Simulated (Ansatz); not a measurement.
**C2H5FOS: up Jacob's ladder to CCSD(T)**

How much do the methods differ for C2H5FOS? The plan is to run it at one geometry with functionals of several rungs and with coupled cluster, and see how far each lands from CCSD(T) at the basis-set limit for the atomisation energy.

Computed with Ansatz 0.2.0, Gaussian basis. Level: functionals in def2-TZVPP, the program's frozen cores in correlated methods.

Plan: PBE-D4, r2SCAN-D4, PBE0-D4, B3LYP-D4, ωB97X-V, ωB97M-V, B2PLYP; CCSD(T)/def2-TZVPP; MP2/def2-QZVPP; extrapolation to the limit.

## Step 1: The relaxed structure

An earlier PBE0-D4 in a triple-zeta def2 set relaxation fixed the geometry.

SMILES `CC(O)(F)S`, 10 atoms, charge 0, spin multiplicity 1.

Atoms are counted from 1 here; the program's logs count them from 0.

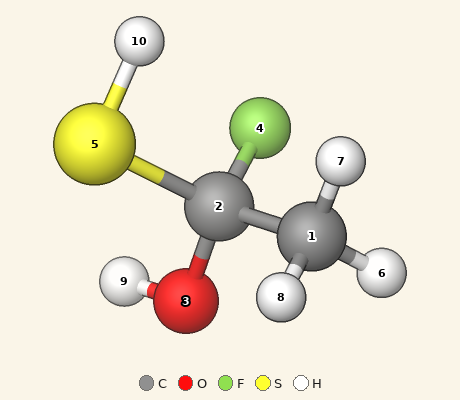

The geometry (carbon grey, oxygen red, fluorine green, sulfur yellow, hydrogen white); atoms are numbered from 1 in the order of the file.

As a file:

```mol
C2H5FOS
  3D, bonds by distance, orders not assigned

 10  9  0  0  0  0  0  0  0  0999 V2000
   -1.1371   -0.0049    0.2080 C   0  0
    0.2930   -0.1029   -0.2441 C   0  0
    0.3974    0.3889   -1.5157 O   0  0
    0.6672   -1.4344   -0.2287 F   0  0
    1.4789    0.8093    0.8255 S   0  0
   -1.7633   -0.5697   -0.4855 H   0  0
   -1.2403   -0.4188    1.2099 H   0  0
   -1.4514    1.0375    0.2164 H   0  0
    1.3245    0.3586   -1.7802 H   0  0
    1.5143   -0.1149    1.7974 H   0  0
  1  2  8  0
  2  3  8  0
  2  4  8  0
  2  5  8  0
  1  6  8  0
  1  7  8  0
  1  8  8  0
  3  9  8  0
  5 10  8  0
M  END
```

## Step 2: PBE-D4 (GGA)

Contents of in.yaml:

```yaml
crystal:
  periodic: [false, false, false]
  atoms:
    - {symbol: C, position_ang: [-1.137148, -0.004877, 0.207980]}
    - {symbol: C, position_ang: [0.293031, -0.102901, -0.244089]}
    - {symbol: O, position_ang: [0.397420, 0.388863, -1.515702]}
    - {symbol: F, position_ang: [0.667202, -1.434369, -0.228730]}
    - {symbol: S, position_ang: [1.478887, 0.809339, 0.825522]}
    - {symbol: H, position_ang: [-1.763328, -0.569668, -0.485456]}
    - {symbol: H, position_ang: [-1.240339, -0.418807, 1.209927]}
    - {symbol: H, position_ang: [-1.451425, 1.037472, 0.216352]}
    - {symbol: H, position_ang: [1.324496, 0.358567, -1.780213]}
    - {symbol: H, position_ang: [1.514306, -0.114919, 1.797409]}
basis:
  gaussian: {orbitals: def2-TZVPP}
hamiltonian: {xc: pbe, dispersion: d4}
output: {forces: true, orbitals: {seedname: orbitals}}
```

The run is started by

```
> ansatz run in.yaml --threads 4 --pin off --events-out ev --progress --plain --max-ram 10444MiB
```

The log of the run (excerpt; [...] marks lines left out):

```text
Functional definition: PBE
  name "PBE"
  cite "Perdew, Burke & Ernzerhof, Phys. Rev. Lett. 77, 3865 (1996) doi:10.1103/PhysRevLett.77.3865"
  parent pbe
[...]
1246 factors; their error is unknown
[...]
mean field -17746.13851423 eV, -652.1585616334 hartree, gradient 3.9e-5 eV, S^2 0.000000; 0 other end points of the search recorded, 0 dependent functions left out
[...]
reference -17746.13854963 eV, -652.1585629340 hartree; 25, 25 occupied and 211, 211 virtual orbitals, 1246 factors
Total energy: -17746.33583805 eV, -652.1658131500 hartree
Atom 0 at    -1.137148    -0.004877     0.207980 Å, force    -0.080025     0.027676     0.027432 eV/Å
Atom 1 at     0.293031    -0.102901    -0.244089 Å, force    -0.190259     0.246314     0.190923 eV/Å
Atom 2 at     0.397420     0.388863    -1.515702 Å, force    -0.428468     0.292800    -0.481541 eV/Å
Atom 3 at     0.667202    -1.434369    -0.228730 Å, force     0.211379    -0.823578     0.038178 eV/Å
Atom 4 at     1.478887     0.809339     0.825522 Å, force     0.280188     0.426429     0.065213 eV/Å
Atom 5 at    -1.763328    -0.569668    -0.485456 Å, force    -0.141583    -0.110553    -0.131629 eV/Å
Atom 6 at    -1.240339    -0.418807     1.209927 Å, force    -0.032035    -0.073447     0.192279 eV/Å
Atom 7 at    -1.451425     1.037472     0.216352 Å, force    -0.082976     0.202410     0.013363 eV/Å
Atom 8 at     1.324496     0.358567    -1.780213 Å, force     0.454646    -0.006186    -0.115074 eV/Å
Atom 9 at     1.514306    -0.114919     1.797409 Å, force     0.009135    -0.181865     0.200855 eV/Å
Dipole moment:    -0.051069     0.011227     0.084105 e Å
```

It took 1.9 s on 4 threads of Arm Neoverse V2, shared host; peak memory 0.29 GiB.

With the free atoms at this level, -17706.644 eV in sum, the atomisation energy is 39.691 eV. HOMO -6.14 eV, LUMO -0.97 eV.

## Step 3: r2SCAN-D4 (meta-GGA)

in.yaml: that of step 2 with these lines changed.

```diff
@@ -15,3 +15,3 @@
   gaussian: {orbitals: def2-TZVPP}
-hamiltonian: {xc: pbe, dispersion: d4}
+hamiltonian: {xc: r2scan, dispersion: d4}
 output: {forces: true, orbitals: {seedname: orbitals}}
```

Same command.

The log of the run (excerpt; [...] marks lines left out):

```text
Functional definition: r2SCAN
  name "r2SCAN"
  cite "Furness, Kaplan, Ning, Perdew & Sun, J. Phys. Chem. Lett. 11, 8208 (2020) doi:10.1021/acs.jpclett.0c02405"
  cite "Furness, Kaplan, Ning, Perdew & Sun, J. Phys. Chem. Lett. 11, 9248 (2020) doi:10.1021/acs.jpclett.0c03077"
  parent r2scan
[...]
1246 factors; their error is unknown
[...]
mean field -17754.26568592 eV, -652.4572296840 hartree, gradient 4.1e-5 eV, S^2 0.000000; 0 other end points of the search recorded, 0 dependent functions left out
[...]
reference -17754.26569589 eV, -652.4572300503 hartree; 25, 25 occupied and 211, 211 virtual orbitals, 1246 factors
Total energy: -17754.31318168 eV, -652.4589751210 hartree
Atom 0 at    -1.137148    -0.004877     0.207980 Å, force    -0.124255     0.005500     0.036417 eV/Å
Atom 1 at     0.293031    -0.102901    -0.244089 Å, force    -0.173017     0.165376     0.103320 eV/Å
Atom 2 at     0.397420     0.388863    -1.515702 Å, force    -0.053856     0.120078    -0.284101 eV/Å
Atom 3 at     0.667202    -1.434369    -0.228730 Å, force     0.098648    -0.402839     0.008823 eV/Å
Atom 4 at     1.478887     0.809339     0.825522 Å, force     0.182472     0.140551     0.138663 eV/Å
Atom 5 at    -1.763328    -0.569668    -0.485456 Å, force     0.012302     0.003325     0.005627 eV/Å
Atom 6 at    -1.240339    -0.418807     1.209927 Å, force     0.006844     0.008422    -0.023358 eV/Å
Atom 7 at    -1.451425     1.037472     0.216352 Å, force     0.006959    -0.022529    -0.000721 eV/Å
Atom 8 at     1.324496     0.358567    -1.780213 Å, force     0.049860    -0.006516    -0.001130 eV/Å
Atom 9 at     1.514306    -0.114919     1.797409 Å, force    -0.005957    -0.011367     0.016461 eV/Å
Dipole moment:    -0.060211     0.010549     0.090554 e Å
```

Wall time 3.7 s (4 threads of Arm Neoverse V2, shared host); peak memory 0.32 GiB.

Atomisation energy: 38.737 eV (free atoms -17715.577 eV, run apart). HOMO -6.42 eV, LUMO -0.67 eV.

## Step 4: PBE0-D4 (hybrid)

in.yaml: that of step 3 with these lines changed.

```diff
@@ -15,3 +15,3 @@
   gaussian: {orbitals: def2-TZVPP}
-hamiltonian: {xc: r2scan, dispersion: d4}
-output: {forces: true, orbitals: {seedname: orbitals}}
+hamiltonian: {xc: pbe0, dispersion: d4}
+output: {orbitals: {seedname: orbitals}}
```

Launched as before.

The log of the run:

```text
Functional definition: PBE0
  name "PBE0"
  cite "Adamo & Barone, J. Chem. Phys. 110, 6158 (1999) doi:10.1063/1.478522"
  cite "Perdew, Burke & Ernzerhof, Phys. Rev. Lett. 77, 3865 (1996) doi:10.1103/PhysRevLett.77.3865"
  parent pbe
  parameter a = 0.25
  parameter kappa = 0.804
  parameter beta = 0.06672455060314922
  exchange = (1 - a)*pbe_x(kappa = kappa, mu = beta*pi^2/3) + a*exact_x
  correlation = pbe_c(beta = beta)
1277 factors; their error is unknown
mean field evaluation 1: about -17740.8267 eV, gradient 5.9e1 eV
mean field evaluation 2: about -17737.2733 eV, gradient 7.3e1 eV
mean field evaluation 4: about -17747.2342 eV, gradient 2.8e0 eV
mean field evaluation 8: about -17747.2492 eV, gradient 5.9e-2 eV
mean field evaluation 16: about -17747.2648 eV, gradient 7.5e-5 eV
mean field -17747.26479183 eV, -652.1999515715 hartree, gradient 7.5e-5 eV, S^2 0.000000; 0 other end points of the search recorded, 0 dependent functions left out
reference -17747.26481784 eV, -652.1999525276 hartree; 25, 25 occupied and 211, 211 virtual orbitals, 1277 factors
Total energy: -17747.42902674 eV, -652.2059870931 hartree
```

Wall time 2.1 s (4 threads of Arm Neoverse V2, shared host); peak memory 0.54 GiB.

With the free atoms at this level, -17708.747 eV in sum, the atomisation energy is 38.682 eV. HOMO -7.44 eV, LUMO 0.00 eV.

## Step 5: B3LYP-D4 (hybrid)

B3LYP here takes the VWN-RPA correlation.

in.yaml: that of step 4 with these lines changed.

```diff
@@ -15,3 +15,3 @@
   gaussian: {orbitals: def2-TZVPP}
-hamiltonian: {xc: pbe0, dispersion: d4}
-output: {orbitals: {seedname: orbitals}}
+hamiltonian: {xc: {name: B3LYP}, dispersion: d4}
+output: {forces: true, orbitals: {seedname: orbitals}}
```

Launched as before.

The log of the run (excerpt; [...] marks lines left out):

```text
Functional definition: B3LYP
  name "B3LYP"
  cite "Stephens, Devlin, Chabalowski & Frisch, J. Phys. Chem. 98, 11623 (1994) doi:10.1021/j100096a001"
  cite "Becke, Phys. Rev. A 38, 3098 (1988) doi:10.1103/PhysRevA.38.3098"
  cite "Lee, Yang & Parr, Phys. Rev. B 37, 785 (1988) doi:10.1103/PhysRevB.37.785"
  cite "Vosko, Wilk & Nusair, Can. J. Phys. 58, 1200 (1980) doi:10.1139/p80-159"
[...]
1258 factors; their error is unknown
[...]
mean field -17758.90030895 eV, -652.6275489389 hartree, gradient 2.1e-5 eV, S^2 0.000000; 0 other end points of the search recorded, 0 dependent functions left out
[...]
reference -17758.90054951 eV, -652.6275577794 hartree; 25, 25 occupied and 211, 211 virtual orbitals, 1258 factors
Total energy: -17759.21871051 eV, -652.6392499805 hartree
Atom 0 at    -1.137148    -0.004877     0.207980 Å, force    -0.226466     0.003591     0.063110 eV/Å
Atom 1 at     0.293031    -0.102901    -0.244089 Å, force    -0.160952     0.172162     0.128416 eV/Å
Atom 2 at     0.397420     0.388863    -1.515702 Å, force     0.060374     0.108930    -0.320345 eV/Å
Atom 3 at     0.667202    -1.434369    -0.228730 Å, force     0.108189    -0.443315    -0.004670 eV/Å
Atom 4 at     1.478887     0.809339     0.825522 Å, force     0.196771     0.129964     0.195106 eV/Å
Atom 5 at    -1.763328    -0.569668    -0.485456 Å, force     0.015031     0.031390     0.045506 eV/Å
Atom 6 at    -1.240339    -0.418807     1.209927 Å, force    -0.013082     0.023909    -0.054672 eV/Å
Atom 7 at    -1.451425     1.037472     0.216352 Å, force     0.000218    -0.062394     0.003725 eV/Å
Atom 8 at     1.324496     0.358567    -1.780213 Å, force     0.004648     0.018554    -0.070557 eV/Å
Atom 9 at     1.514306    -0.114919     1.797409 Å, force     0.015270     0.017210     0.014380 eV/Å
Dipole moment:    -0.043999     0.031076     0.106997 e Å
```

Wall time 3.2 s (4 threads of Arm Neoverse V2, shared host); peak memory 0.63 GiB.

Atomisation energy: 38.387 eV (free atoms -17720.832 eV, run apart). HOMO -7.21 eV, LUMO -0.30 eV.

## Step 6: ωB97X-V (range-separated)

in.yaml: that of step 5 with these lines changed.

```diff
@@ -15,3 +15,3 @@
   gaussian: {orbitals: def2-TZVPP}
-hamiltonian: {xc: {name: B3LYP}, dispersion: d4}
-output: {forces: true, orbitals: {seedname: orbitals}}
+hamiltonian: {xc: {name: wB97X-V}}
+output: {orbitals: {seedname: orbitals}}
```

Same command.

The log of the run (excerpt; [...] marks lines left out):

```text
Functional definition: wB97X-V
  name "wB97X-V"
  cite "Mardirossian & Head-Gordon, Phys. Chem. Chem. Phys. 16, 9904 (2014) doi:10.1039/C3CP54374A"
  cite "Becke, J. Chem. Phys. 107, 8554 (1997) doi:10.1063/1.475007"
  cite "Vydrov & Van Voorhis, J. Chem. Phys. 133, 244103 (2010) doi:10.1063/1.3521275"
[...]
      + integral(e_c_pw_opposite_spin*poly(b97_u_opposite, cos0, cos1)) + vv10(b, c)
1253 factors; their error is unknown
281 factors; integrals over basis functions are off by at most 1.1e-5 eV
[...]
mean field -17754.56158321 eV, -652.4681037090 hartree, gradient 4.2e-5 eV, S^2 0.000000; 0 other end points of the search recorded, 0 dependent functions left out
reference -17754.56158151 eV, -652.4681036465 hartree; 25, 25 occupied and 211, 211 virtual orbitals, 1253 factors
Total energy: -17754.56158151 eV, -652.4681036465 hartree
```

Run time: 5.5 s. Hardware: 4 threads of Arm Neoverse V2, shared host; peak memory 0.66 GiB.

Atomisation energy: 38.683 eV (free atoms -17715.878 eV, run apart). HOMO -9.89 eV, LUMO 2.14 eV.

## Step 7: ωB97M-V (range-separated)

in.yaml: that of step 6 with these lines changed.

```diff
@@ -15,3 +15,3 @@
   gaussian: {orbitals: def2-TZVPP}
-hamiltonian: {xc: {name: wB97X-V}}
-output: {orbitals: {seedname: orbitals}}
+hamiltonian: {xc: {name: wB97M-V}}
+output: {forces: true, orbitals: {seedname: orbitals}}
```

The command is unchanged.

The log of the run (excerpt; [...] marks lines left out):

```text
Functional definition: wB97M-V
  name "wB97M-V"
  cite "Mardirossian & Head-Gordon, J. Chem. Phys. 144, 214110 (2016) doi:10.1063/1.4952647"
  cite "Becke, J. Chem. Phys. 107, 8554 (1997) doi:10.1063/1.475007"
  cite "Vydrov & Van Voorhis, J. Chem. Phys. 133, 244103 (2010) doi:10.1063/1.3521275"
  # Of w^i u^j: cxij and so on, Table III.
[...]
  gx(w, u) = 1 - cx + cx01*u + cx10*w
  gss(w, u) = css00 + css04*u^4 + css10*w + css20*w^2 + css43*w^4*u^3
  gos(w, u) = cos00 + cos10*w + (cos20 + cos21*u)*w^2 + (cos60 + cos61*u)*w^6
[...]
      + integral(e_c_pw_mod_opposite_spin*gos(b97_w_opposite, b97_u_opposite)) + vv10(b, c)
1253 factors; their error is unknown
281 factors; integrals over basis functions are off by at most 1.1e-5 eV
[...]
Atom 0 at    -1.137148    -0.004877     0.207980 Å, force    -0.187400    -0.005947     0.034022 eV/Å
Atom 1 at     0.293031    -0.102901    -0.244089 Å, force     0.010461     0.131490     0.267665 eV/Å
Atom 2 at     0.397420     0.388863    -1.515702 Å, force     0.088469     0.075293    -0.263712 eV/Å
Atom 3 at     0.667202    -1.434369    -0.228730 Å, force     0.051912    -0.192974    -0.007879 eV/Å
Atom 4 at     1.478887     0.809339     0.825522 Å, force     0.004396    -0.064005     0.062712 eV/Å
Atom 5 at    -1.763328    -0.569668    -0.485456 Å, force     0.056550     0.042560     0.051972 eV/Å
Atom 6 at    -1.240339    -0.418807     1.209927 Å, force     0.015873     0.027209    -0.066657 eV/Å
Atom 7 at    -1.451425     1.037472     0.216352 Å, force     0.032783    -0.072808    -0.002962 eV/Å
Atom 8 at     1.324496     0.358567    -1.780213 Å, force    -0.061491     0.002899     0.001468 eV/Å
Atom 9 at     1.514306    -0.114919     1.797409 Å, force    -0.011553     0.056284    -0.076630 eV/Å
Dipole moment:    -0.039506     0.032280     0.110610 e Å
```

Run time: 8 s. Hardware: 4 threads of Arm Neoverse V2, shared host; peak memory 0.8 GiB.

Atomisation energy: 38.760 eV (free atoms -17716.694 eV, run apart). HOMO -9.71 eV, LUMO 1.87 eV.

## Step 8: B2PLYP (double hybrid)

in.yaml: that of step 7 with these lines changed.

```diff
@@ -15,3 +15,2 @@
   gaussian: {orbitals: def2-TZVPP}
-hamiltonian: {xc: {name: wB97M-V}}
-output: {forces: true, orbitals: {seedname: orbitals}}
+hamiltonian: {xc: {name: B2PLYP}}
```

Launched as before.

The log of the run (excerpt; [...] marks lines left out):

```text
Functional definition: B2PLYP
  name "B2PLYP"
  cite "Grimme, J. Chem. Phys. 124, 034108 (2006) doi:10.1063/1.2148954"
  cite "Becke, Phys. Rev. A 38, 3098 (1988) doi:10.1103/PhysRevA.38.3098"
  cite "Lee, Yang & Parr, Phys. Rev. B 37, 785 (1988) doi:10.1103/PhysRevB.37.785"
[...]
1429 factors; integrals over basis functions are off by at most 9.4e-4 eV
[...]
mean field -17741.20324187 eV, -651.9771937191 hartree, gradient 4.5e-6 eV, S^2 0.000000; 0 other end points of the search recorded, 0 dependent functions left out
9 core orbitals not correlated: weight in the atoms' cores, before any rotation towards them, 1.000 or more for the frozen orbitals, at most 0.000 for the correlated occupied ones
reference -17741.20339304 eV, -651.9771992747 hartree; 16, 16 occupied and 211, 211 virtual orbitals, 1429 factors
second order -33.06876154 eV of doubles, -0.00000000 eV of singles
Total energy: -17750.13195865 eV, -652.3053180090 hartree
```

Wall time 4 s (4 threads of Arm Neoverse V2, shared host); peak memory 0.61 GiB.

Atomisation energy: 38.022 eV (free atoms -17712.110 eV, run apart).

## Step 9: Orbital energies across the functionals

Dipoles come from the runs that computed forces. Levels are read from the orbital files that the runs wrote:

```tsv
functional	HOMO (eV)	LUMO (eV)	gap (eV)	dipole (D)
PBE-D4	-6.14	-0.97	5.16	0.48
r2SCAN-D4	-6.42	-0.67	5.76	0.52
PBE0-D4	-7.44	0.00	7.45	
B3LYP-D4	-7.21	-0.30	6.91	0.58
ωB97X-V	-9.89	2.14	12.02	
ωB97M-V	-9.71	1.87	11.58	0.59
```

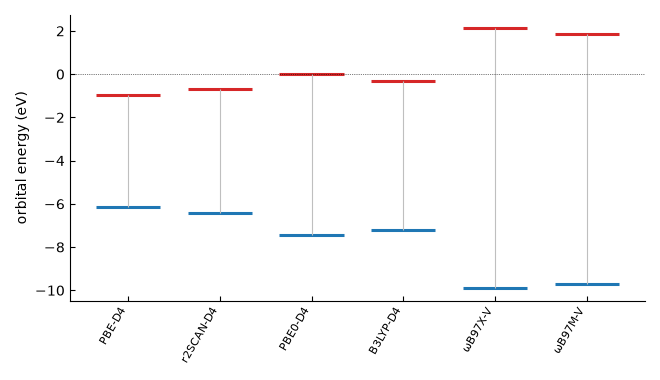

Highest occupied (blue) and lowest empty (red) level by functional.

## Step 10: CCSD(T) in def2-TZVPP

in.yaml: that of step 8 with these lines changed.

```diff
@@ -15,2 +15,2 @@
   gaussian: {orbitals: def2-TZVPP}
-hamiltonian: {xc: {name: B2PLYP}}
+correlation: {method: ccsd_t}
```

Launched as before.

The log of the run (excerpt; [...] marks lines left out):

```text
Functional definition: HF
  name "HF"
  cite "Fock, Z. Phys. 61, 126 (1930) doi:10.1007/BF01340294"
  parent pbe
[...]
1429 factors; integrals over basis functions are off by at most 9.4e-4 eV
[...]
mean field -17703.77384803 eV, -650.6016888662 hartree, gradient 1.5e-6 eV, S^2 0.000000; 0 other end points of the search recorded, 0 dependent functions left out
9 core orbitals not correlated: weight in the atoms' cores, before any rotation towards them, 1.000 or more for the frozen orbitals, at most 0.000 for the correlated occupied ones
reference -17703.77384803 eV, -650.6016888662 hartree; 16, 16 occupied and 211, 211 virtual orbitals, 1429 factors
second order -27.47186166 eV of doubles, -0.00000000 eV of singles
cycle   1  -27.69291692 eV  change   -2.2e-1 eV  update   1.1e-1
[...]
cycle   9  -28.44113640 eV  change   -2.9e-5 eV  update   2.6e-5
perturbative correction -1.10000004 eV, -0.0404242559 hartree
Total energy: -17733.31498447 eV, -651.6873056068 hartree
```

Run time: 1.7 min. Hardware: 4 threads of Arm Neoverse V2, shared host; peak memory 4.6 GiB.

## Step 11: MP2 in def2-QZVPP

in.yaml: that of step 10 with these lines changed.

```diff
@@ -14,3 +14,3 @@
 basis:
-  gaussian: {orbitals: def2-TZVPP}
-correlation: {method: ccsd_t}
+  gaussian: {orbitals: "def2-QZVPP.json"}
+correlation: {method: mp2}
```

The command is unchanged.

The log of the run:

```text
Functional definition: HF
  name "HF"
  cite "Fock, Z. Phys. 61, 126 (1930) doi:10.1007/BF01340294"
  parent pbe
  exchange = exact_x
  correlation = 0
2720 factors; integrals over basis functions are off by at most 8.1e-4 eV
mean field evaluation 1: about -17700.1622 eV, gradient 4.3e1 eV
mean field evaluation 2: about -17700.3269 eV, gradient 4.3e1 eV
mean field evaluation 4: about -17704.3150 eV, gradient 4.3e0 eV
mean field evaluation 8: about -17704.3898 eV, gradient 3.1e-1 eV
mean field evaluation 16: about -17704.3904 eV, gradient 1.5e-6 eV
mean field -17704.39039955 eV, -650.6243467165 hartree, gradient 1.5e-6 eV, S^2 0.000000; 0 other end points of the search recorded, 0 dependent functions left out
9 core orbitals not correlated: weight in the atoms' cores, before any rotation towards them, 1.000 or more for the frozen orbitals, at most 0.000 for the correlated occupied ones
reference -17704.39039955 eV, -650.6243467165 hartree; 16, 16 occupied and 423, 423 virtual orbitals, 2720 factors
second order -29.71207532 eV of doubles, -0.00000000 eV of singles
Total energy: -17734.10247486 eV, -651.7162453448 hartree
```

Wall time 16 s (4 threads of Arm Neoverse V2, shared host); peak memory 2.7 GiB.

The pieces so far (eV):

```tsv
basis	HF	MP2 correlation	CCSD correlation	(T)	total
def2-TZVPP	-17703.7738	-27.4719	-28.4411	-1.1000	-17733.3150
def2-QZVPP	-17704.3904	-29.7121			-17734.1025 (MP2)
```

The report of the def2-TZVPP run gives T1 = 0.0115.

## Step 12: The basis-set limit

No new run: Hartree-Fock is extrapolated as exp(−7.88√X) and correlation as X^−2.97, with X = 3 and 4; only MP2 was run in the larger set, so CCSD(T) minus MP2 is added from the smaller one.

```tsv
level	energy at the limit (eV)
HF	-17704.4753
MP2	-17735.8468
CCSD	-17736.8161
CCSD(T)	-17737.9161
```

## Step 13: Atomisation energies

Atomisation energy = energies of 2 C, 1 O, 1 F, 1 S, 5 H (separate runs, same level) minus the molecule's; electronic only, no spin-orbit term.

Differences are taken before rounding.

```tsv
method	rung	atoms, summed (eV)	atomisation energy (eV)	from CCSD(T)/CBS (eV)	time
PBE-D4	GGA	-17706.644	39.691	+1.107	1.9 s
r2SCAN-D4	meta-GGA	-17715.577	38.737	+0.152	3.7 s
PBE0-D4	hybrid	-17708.747	38.682	+0.098	2.1 s
B3LYP-D4	hybrid	-17720.832	38.387	-0.197	3.2 s
ωB97X-V	range-separated	-17715.878	38.683	+0.099	5.5 s
ωB97M-V	range-separated	-17716.694	38.760	+0.176	8 s
B2PLYP	double hybrid	-17712.110	38.022	-0.562	4 s
HF/def2-TZVPP	wavefunction	-17676.882	26.892	-11.692	
MP2/def2-TZVPP	wavefunction	-17692.888	38.358	-0.226	
CCSD/def2-TZVPP	wavefunction	-17695.417	36.798	-1.786	
CCSD(T)/def2-TZVPP	wavefunction	-17695.827	37.488	-1.096	1.7 min
MP2/CBS	wavefunction	-17696.393	39.454	+0.870	
CCSD(T)/CBS	wavefunction	-17699.332	38.584	0	2 min
```

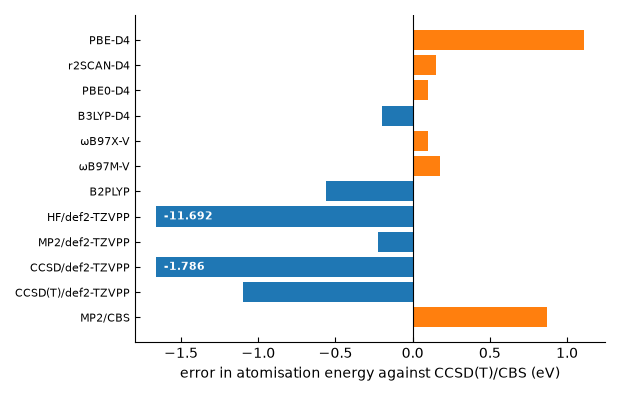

Deviations from CCSD(T)/CBS, method by method. Bars with a number in them are cut short.

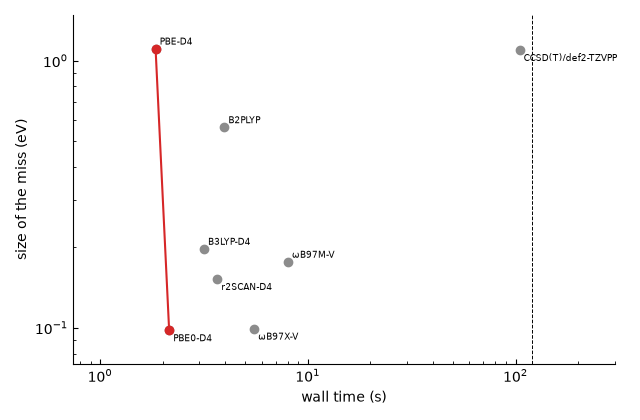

Miss against cost. Red marks the levels that no quicker level drawn beats (of those quicker than the yardstick), and the dashed line is the time of CCSD(T)/CBS. Times are from a shared host.

B2PLYP carry no dispersion term (for B3LYP, D4 adds 0.318 eV).

Times are those of the molecule's run; HF, MP2 and CCSD come out of the CCSD(T) runs, and the limit's time is the sum of the runs that it needs.

## Step 14: Summary of results

| quantity | value |
| --- | --- |
| atomisation energy, CCSD(T)/CBS | 38.584 eV |
| functionals within 0.193 eV (0.5 %) | r2SCAN-D4, PBE0-D4, ωB97X-V, ωB97M-V |
| farthest | PBE-D4 (+1.107 eV) |
| mean size of error, hybrid | 0.147 eV |
| mean size of error, range-separated | 0.138 eV |
| gap, smallest and largest | 5.16 eV (PBE-D4), 12.02 eV (ωB97X-V) |
| T1 diagnostic | 0.0115 |
| triples share of the correlation energy | 3.7 % |

PBE-D4 misses by +1.107 eV. Double hybrids carry the basis error of their MP2 part in triple zeta, and no dispersion term here, so their miss is partly the set-up's. Misses under about 0.193 eV are within the doubt on the reference itself, which lacks core-valence correlation, relativity and higher excitations. Hartree-Fock recovers 70 % of the binding; the rest is correlation. Orbital gaps span 5.2 to 12.0 eV; exact exchange widens them.

For cost: PBE0-D4 gets within 0.098 eV in 2.1 s, where CCSD(T)/CBS took 2 min; the quickest level in the cost chart, PBE-D4, takes 1.9 s and misses by 1.107 eV.
